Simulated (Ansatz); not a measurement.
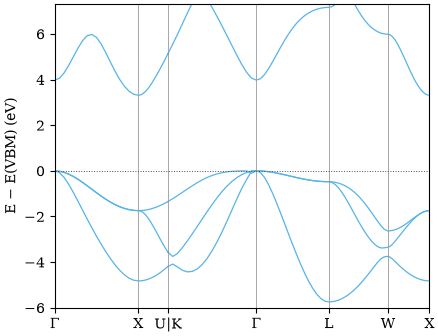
Fig. 1. Band structure from the program Ansatz at the PBE level (PAW)

Question: Read off the gap and where the band edges lie.

Answer: About 3.3 eV (3.31 eV by a search for the band edges); maximum at Γ, minimum at X.

Question: Which compound is it?
A) RbBr, rock salt
B) MgO, rock salt
C) BeTe, zinc blende
D) AlN, zinc blende

Answer: D, AlN, zinc blende

Space group F-43m (zinc blende). The PBE relaxation kept the symmetry of its start; phonons on a q-mesh show no instability.

Potentials: the later of the program's two PAW sets.
